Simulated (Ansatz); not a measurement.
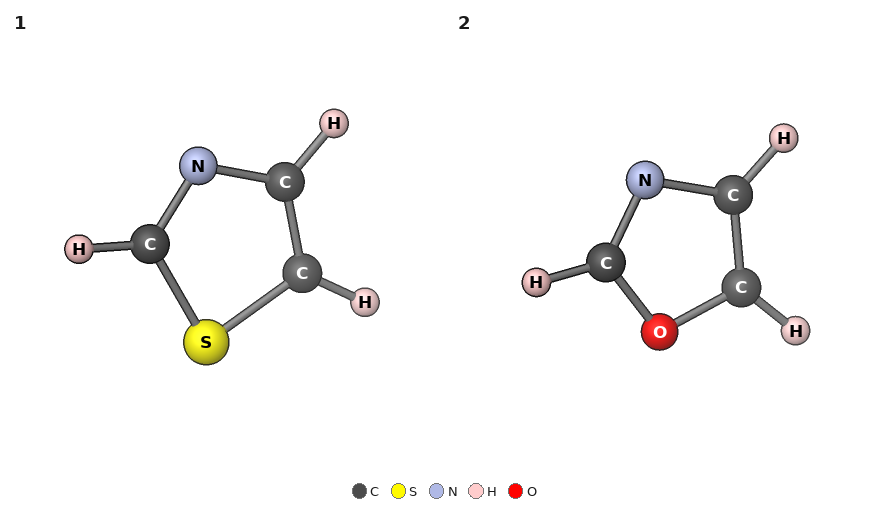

2 molecules with one skeleton, seen from the same side and at one scale. Each species is neutral and a spin singlet. Computed geometries: PBE0-D4/def2-TZVP optimisations, one conformation each. Properties computed with Ansatz 0.2.0.

One atom differs, called X below: S in panel 1, O in panel 2. Their formulas are C3H3NS (`c1cscn1`), C3H3NO (`c1cocn1`).

Question: In which is the mean length of X–C larger (PBE0-D4/def2-TZVP)?

Answer: In panel 1 (X = S).

Question: In which is the HOMO–LUMO gap larger (PBE0-D4/def2-SVP)?

Answer: In panel 2 (X = O).

Give the values. With PBE0-D4/def2-TZVP: mean length of X–C (Å), angle C–X–C (°). With PBE0-D4/def2-SVP: HOMO energy (Kohn–Sham orbital) (eV), HOMO–LUMO gap (eV). With ωB97M-V/def2-TZVPP: dipole moment (D).

```csv
quantity,1 (S),2 (O),2 − 1
mean length of X–C (Å),1.710,1.351,−0.359
angle C–X–C (°),89.4,104.3,+14.9
HOMO energy (Kohn–Sham orbital) (eV),−7.37,−7.38,−0.01
HOMO–LUMO gap (eV),6.68,7.40,+0.72
dipole moment (D),1.67,1.57,−0.10
```
